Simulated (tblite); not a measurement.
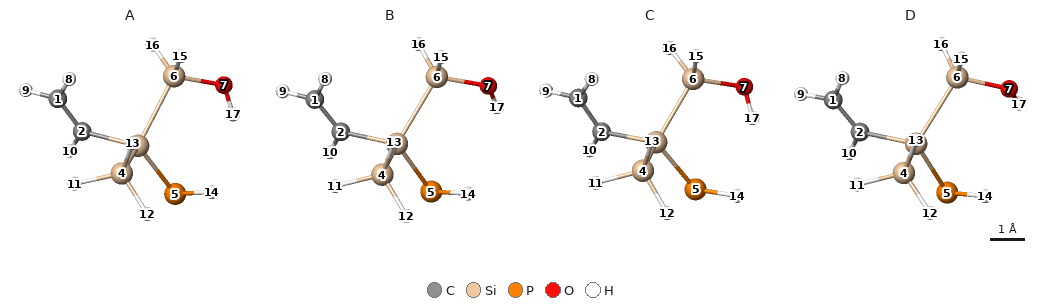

4 geometries from one relaxation of C2H10OPSi3 (multiplicity 2), in shuffled order. Style: ball-and-stick. Shown at a tilt.

Computed with tblite 0.8.0, GFN2-xTB geometry optimisation, gas phase. 

> Put them in the order of the run, from the start to the converged end.

C, A, B, D. They are steps 0, 11, 27, 80, at +22.8 kcal/mol, +2.57 kcal/mol, +0.65 kcal/mol relative to the last. The energy falls by 22.8 kcal/mol in 80 geometry steps. The atom that moves furthest after the best rigid fit is an H atom (0.54 Å). Largest moves by element: H 0.54 Å, O 0.51 Å, P 0.40 Å, C 0.22 Å, Si 0.15 Å. Among the contacts that change: Si–Si 2.178 → 2.360 Å, Si–Si 2.211 → 2.354 Å, O–Si 1.726 → 1.625 Å, P–Si 2.174 → 2.216 Å. Bond angles that change, for instance: Si–P–H 111.0° → 93.4°, O–Si–H 112.6° → 99.9°, Si–O–H 112.3° → 122.9°. Groups turn about O–Si by about 65°. Cost: 0.76 s on 1 thread of Arm Neoverse V2 (shared host).
